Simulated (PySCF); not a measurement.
SMILES C=[CH][In]([OH])[CH]=C at its CAM-B3LYP/def2-SVP optimised geometry (Å):

```
13

In    -0.7684     0.8953     0.0000
C      1.3626     0.8953     0.0000
C      2.1122    -0.1834    -0.2413
H      1.8758     1.8447     0.1925
H      3.2084    -0.1385    -0.2480
H      1.6827    -1.1692    -0.4505
C     -2.1539    -0.7365     0.0055
C     -1.8055    -1.9912     0.3036
H     -3.2084    -0.5475    -0.2302
H     -2.5353    -2.8104     0.3143
H     -0.7787    -2.2760     0.5580
O     -1.5085     2.7544     0.0000
H     -2.4708     2.8104     0.0077
```

Method: CAM-B3LYP/def2-TZVP, def2 effective core potentials past Kr in PySCF. The core electrons that the potentials of In replace are not part of the density. Cells within 0.4 Å of a nucleus heavier than hydrogen are left out (blank, or x).

Map of the log10 of the electron density (e/bohr³), floored at −4 on the plane z = 0.0 Å:

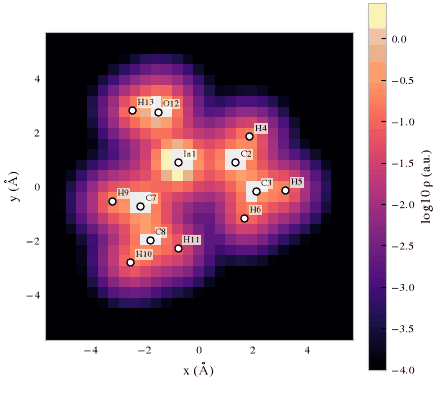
Log10 of the electron density (e/bohr³), floored at −4 on the plane z = 0.0 Å.
